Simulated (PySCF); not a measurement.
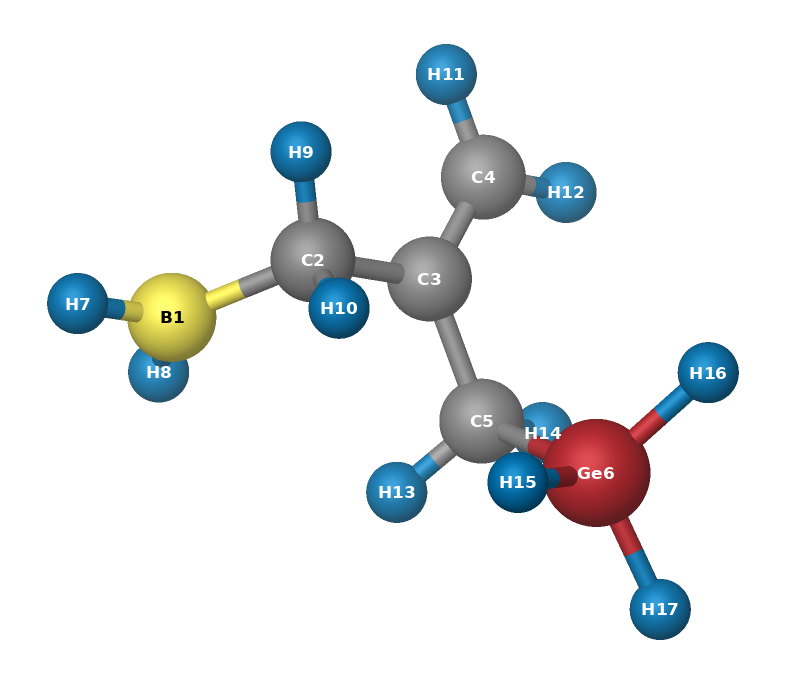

Computed geometry: GFN2-xTB optimisation. No frequency run is at hand to confirm it as a minimum. Method: B3LYP/pcJ-1 (pcSseg-1 on Ge) indirect spin-spin coupling, non-relativistic, gas phase (PySCF 2.14.0). Isotopes: 11B, 13C, 1H.

Give the spin–spin coupling constants of these pairs, with the number of bonds between them: B1/C2, B1/H7, B1/H8, B1/C3, B1/H10, B1/H9, B1/C4, B1/C5.

| pair | bonds apart | J (Hz) |
| --- | --- | --- |
| B1, C2 | 1 | 47.4 |
| B1, H7 | 1 | 131.1 |
| B1, H8 | 1 | 133.5 |
| B1, C3 | 2 | −3.4 |
| B1, H10 | 2 | −5.9 |
| B1, H9 | 2 | −4.5 |
| B1, C4 | 3 | 2.8 |
| B1, C5 | 3 | 1.1 |

The geometry is semi-empirical. Around B, Ge such bond lengths and angles can be off by a tenth of an ångström or more and by several degrees, and values that hang on the shape move with them.
